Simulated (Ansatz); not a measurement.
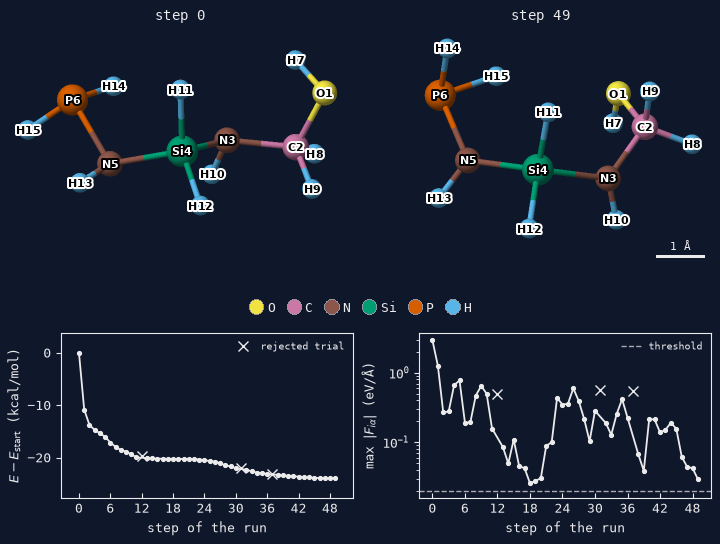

First and last geometry of a relaxation of CH₉N₂OPSi, with the history of the run. A ball-and-stick model, seen from a free direction.

The run prepares an end point of a later path (hydrogen shift) calculation, from a guessed geometry.

Theory: RKS PBE0/6-31G* (Ansatz 0.2.0). (no spin polarisation; force threshold 0.02 eV/Å; at most 50 steps)

**Read the history and describe the run.**

The relaxation stopped without meeting its thresholds, so the last structure isn't shown to be converged. It used up its limit of 50 steps. The energy falls by 24.0 kcal/mol in 46 accepted moves (49 points after the start). The largest force component goes from 2.9 to 0.029 eV/Å. The line search rejected the trial steps at points 12, 31, 37 of the run. The largest move after the best rigid fit is that of H15, 2.57 Å. By element the largest moves are H 2.57 Å, O 2.13 Å, N 1.10 Å, C 0.49 Å, Si 0.41 Å, P 0.32 Å. Some distances before and after: Si4–H12 1.416 → 1.489 Å, N3–Si4 1.675 → 1.737 Å, Si4–H11 1.525 → 1.486 Å, P6–H15 1.389 → 1.424 Å. Among the angles between lasting bonds that change: N3–Si4–N5 101.9° → 119.6°, Si4–N3–H10 104.6° → 118.2°, Si4–N5–P6 117.0° → 128.9°. Groups turn about O1–C2 by about 20°.
